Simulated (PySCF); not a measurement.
Al(OH) (AlHO), SMILES [OH][Al] (connectivity only; charge and spin as stated), neutral, multiplicity 1.

Coordinates come from a B3LYP-D3(BJ)/def2-TZVPD optimisation.

Lowest vertical singlet excitation by several levels in PySCF, with rough processor times relative to the cheapest run on one machine. Each run also gave further roots (ADC and EOM-CCSD ionised and attached states too); roots are paired by order and the bases differ. EOM-CCSD serves as a yardstick, not as the true value; all levels that ended soundly for this molecule are listed, with differences from unrounded values.

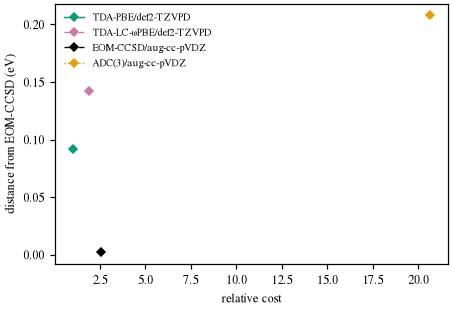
*Cost against distance from EOM-CCSD for the lowest singlet.*

```json
[
 {"level": "TDA-PBE/def2-TZVPD", "relative cost": "1", "S1 (eV)": "5.56", "S1 minus EOM-CCSD (eV)": "0.09"},
 {"level": "TDA-LC-ωPBE/def2-TZVPD", "relative cost": "2", "S1 (eV)": "5.61", "S1 minus EOM-CCSD (eV)": "0.14"},
 {"level": "EOM-CCSD/aug-cc-pVDZ", "relative cost": "3", "S1 (eV)": "5.47", "S1 minus EOM-CCSD (eV)": "0.00"},
 {"level": "ADC(3)/aug-cc-pVDZ", "relative cost": "20", "S1 (eV)": "5.26", "S1 minus EOM-CCSD (eV)": "-0.21"}
]
```
